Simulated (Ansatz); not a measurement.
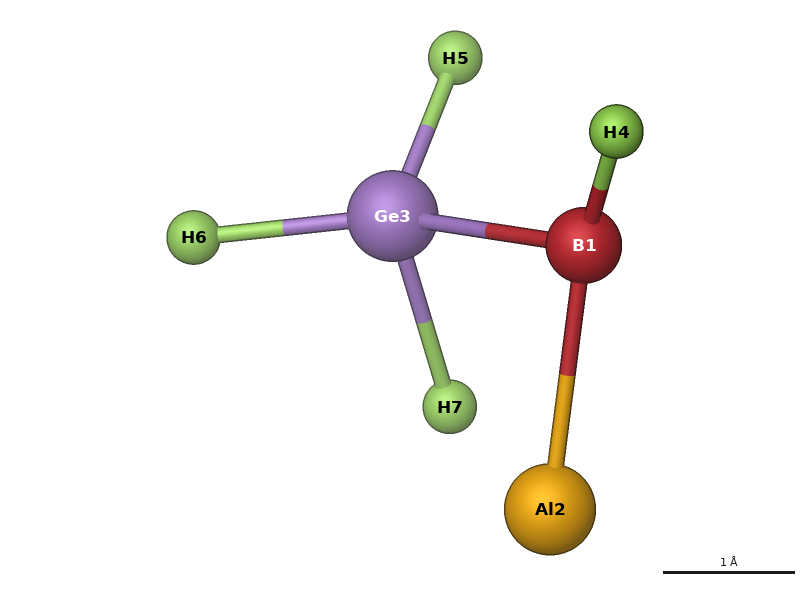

Atoms carry their numbers in the input. The computed structure is the end point of a PBE-D4/def2-SVP optimisation. No frequency run is at hand to confirm it as a minimum.

Estimate the angles Al2–B1–Ge3, Al2–B1–H4, Ge3–B1–H4, B1–Ge3–H5, B1–Ge3–H6, B1–Ge3–H7, H5–Ge3–H6, H5–Ge3–H7, H6–Ge3–H7.

```tsv
angle	degrees
Al2–B1–Ge3	80.8
Al2–B1–H4	152.0
Ge3–B1–H4	122.1
B1–Ge3–H5	104.7
B1–Ge3–H6	143.2
B1–Ge3–H7	91.4
H5–Ge3–H6	106.7
H5–Ge3–H7	110.8
H6–Ge3–H7	95.0
```
